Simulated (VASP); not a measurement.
Consider the following.

```
CELL_PARAMETERS angstrom
      0.00000     3.29807     3.29807
      3.29807     0.00000     3.29807
      3.29807     3.29807     0.00000
ATOMIC_POSITIONS crystal
  Cd 0.00000 0.00000 0.00000
  Te 0.25000 0.25000 0.25000
```

Computed with optB88-vdW, VASP's PBE PAW potentials (set 64) (plane waves; VASP 6.6.1). Numerical set-up: 520 eV cut-off, 8×8×8 Γ-centred mesh, tetrahedra with Blöchl corrections, potentials Cd Te.

Unless said otherwise, spin-orbit coupling is left out, though it shifts the bands of the heavy elements here.

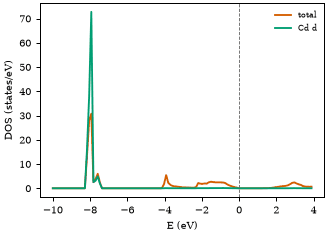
*Total and projected density of states, zero at the valence-band maximum*

Within 2 eV below the valence-band maximum the largest weight inside VASP's projection spheres is Te p.

The gap is direct, 0.47 eV, from the valence maximum at Γ to the conduction minimum at Γ.

The compound is CdTe in the zinc blende structure. It was relaxed first, which changed the volume by +5 %.
